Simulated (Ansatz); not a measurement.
# CH2OSSi (SMILES O=C1[SiH2]S1): functionals against CCSD(T) at one geometry

The atoms stand at a frame of a short trajectory. How far do the functionals agree with CCSD(T) there?

Computed with Ansatz 0.2.0, Gaussian basis. Level: single points in def2-TZVPP.

Cores are frozen in the correlated methods.

### 1 The starting structure

6 atoms, charge 0, spin multiplicity 1.

Atoms are counted from 1 here; the program's logs count them from 0.

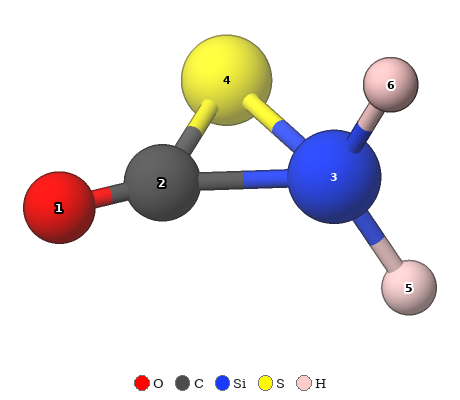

As it starts; oxygen red, carbon dark grey, silicon blue, sulfur yellow, hydrogen pink; atoms are numbered from 1 in the order of the file.

Coordinates:

```
O    -0.65305   -2.07441    0.52526
C    -0.41751   -0.99098    0.14499
Si    0.50247    0.62607    0.03407
S    -1.40697    0.14886   -0.92167
H     1.69391    0.68671   -0.92104
H     0.31276    1.67766    1.11028
```

### 2 PBE-D4/def2-TZVPP

run/in.yaml reads:

```yaml
crystal:
  periodic: [false, false, false]
  atoms:
    - {symbol: O, position_ang: [-0.653052, -2.074409, 0.525258]}
    - {symbol: C, position_ang: [-0.417506, -0.990978, 0.144990]}
    - {symbol: Si, position_ang: [0.502469, 0.626067, 0.034074]}
    - {symbol: S, position_ang: [-1.406968, 0.148856, -0.921674]}
    - {symbol: H, position_ang: [1.693908, 0.686715, -0.921044]}
    - {symbol: H, position_ang: [0.312757, 1.677661, 1.110279]}
basis:
  gaussian: {orbitals: def2-TZVPP}
hamiltonian: {xc: pbe, dispersion: d4}
output: {forces: true}
```

The run is started by

```sh
> ansatz run in.yaml --threads 2 --pin off --events-out ev --progress --plain --max-ram 3481MiB
```

### 3 r2SCAN-D4/def2-TZVPP

Edit run/in.yaml of step 2 so:

```diff
@@ -11,3 +11,3 @@
   gaussian: {orbitals: def2-TZVPP}
-hamiltonian: {xc: pbe, dispersion: d4}
+hamiltonian: {xc: r2scan, dispersion: d4}
 output: {forces: true}
```

### 4 PBE0-D4/def2-TZVPP

Edit run/in.yaml of step 3 so:

```diff
@@ -11,3 +11,3 @@
   gaussian: {orbitals: def2-TZVPP}
-hamiltonian: {xc: r2scan, dispersion: d4}
-output: {forces: true}
+hamiltonian: {xc: pbe0, dispersion: d4}
+output: {forces: true, orbitals: {seedname: orbitals}}
```

### 5 wB97M-V/def2-TZVPP

Edit run/in.yaml of step 4 so:

```diff
@@ -11,3 +11,3 @@
   gaussian: {orbitals: def2-TZVPP}
-hamiltonian: {xc: pbe0, dispersion: d4}
-output: {forces: true, orbitals: {seedname: orbitals}}
+hamiltonian: {xc: {name: wB97M-V}}
+output: {forces: true}
```

### 6 CCSD(T)/def2-TZVPP

Edit run/in.yaml of step 5 so:

```diff
@@ -11,3 +11,3 @@
   gaussian: {orbitals: def2-TZVPP}
-hamiltonian: {xc: {name: wB97M-V}}
+correlation: {method: ccsd_t}
 output: {forces: true}
```

(Steps that only read results are left out.)

What does the calculation give? Wanted: energy less free atoms, CCSD(T)/def2-TZVPP; RMS force component; RMS force error; HOMO and LUMO, PBE0-D4; T1 diagnostic.

As calculated:

| quantity | value |
| --- | --- |
| energy less free atoms, CCSD(T)/def2-TZVPP | -2092.9 kJ/mol |
| RMS force component | 0.519 to 0.717 eV/Å over the methods |
| RMS force error | PBE-D4 0.149, r2SCAN-D4 0.169, PBE0-D4 0.327, wB97M-V 0.284 eV/Å |
| HOMO and LUMO, PBE0-D4 | -7.07 and -1.64 eV |
| T1 diagnostic | 0.020 |

In words: Against CCSD(T) the functionals' energies less atoms differ by -193.6 to -94.0 kJ/mol, PBE-D4 by -193.6 kJ/mol. The reference is not at the basis limit: in triple zeta CCSD(T) underbinds, which counts against methods that bind more; the gaps are no ranking. The forces of PBE-D4 come nearest to CCSD(T), those of PBE0-D4 are farthest. Frozen-core CCSD(T) forces in triple zeta carry basis errors of their own, and this is one geometry, so small gaps rank nothing.
